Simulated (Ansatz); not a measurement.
Band structure of Sn (I4_1/amd, 2 atoms in the cell).

```
CELL_PARAMETERS angstrom
     -2.99512     2.99512     1.62921
      2.99512    -2.99512     1.62921
      2.99512     2.99512    -1.62921
ATOMIC_POSITIONS crystal
  Sn 0.75000 0.25000 0.50000
  Sn 0.00000 0.00000 0.00000
```

Method: PBE (plane waves, PAW; Ansatz, a quantum-chemistry and plane-wave program).

Settings: basis.ecutwfc = 420 eV; kpoints.mp_grid.grid = 8 8 8; hamiltonian.xc = pbe; hamiltonian.pseudopotentials = {kind: paw} (the program's default PAW files); scf.occupations.method = gaussian; scf.occupations.width = 0.05 eV; kpoints.band_path.npoints = 8.

The starting cell comes from a database of computed structures (which also holds hypothetical and non-ambient phases and stackings), without a prior relaxation at this level. Its lattice was rescaled by a random factor within 2.5 % of one.

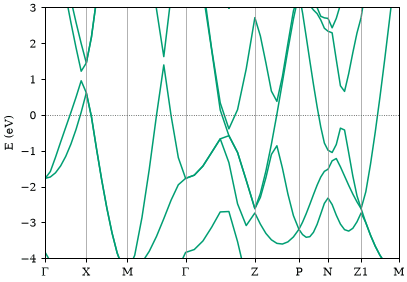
Bands along the path, energies from the Fermi level.

Levels in eV from the Fermi level, bands 11 to 17:
```json
[
 {"point": "Γ", "11": "-10.58", "12": "-3.84", "13": "-1.77", "14": "-1.77", "15": "3.10", "16": "5.87", "17": "5.87"},
 {"point": "X", "11": "-8.49", "12": "-8.49", "13": "0.62", "14": "0.62", "15": "1.45", "16": "1.45", "17": "5.74"},
 {"point": "M", "11": "-7.35", "12": "-7.35", "13": "-4.38", "14": "-4.38", "15": "4.84", "16": "4.84", "17": "8.68"},
 {"point": "Z", "11": "-6.40", "12": "-5.47", "13": "-2.74", "14": "-2.62", "15": "-2.62", "16": "2.72", "17": "5.36"},
 {"point": "P", "11": "-5.86", "12": "-5.86", "13": "-3.19", "14": "-3.19", "15": "3.39", "16": "3.39", "17": "3.66"},
 {"point": "N", "11": "-6.75", "12": "-5.16", "13": "-2.32", "14": "-1.52", "15": "-0.98", "16": "2.34", "17": "2.70"},
 {"point": "Z1", "11": "-6.40", "12": "-5.47", "13": "-2.74", "14": "-2.62", "15": "-2.62", "16": "2.72", "17": "5.36"}
]
```

Bands cross the Fermi level along this path, so the cell is metallic at this level.

Keys are those of Ansatz 0.2.
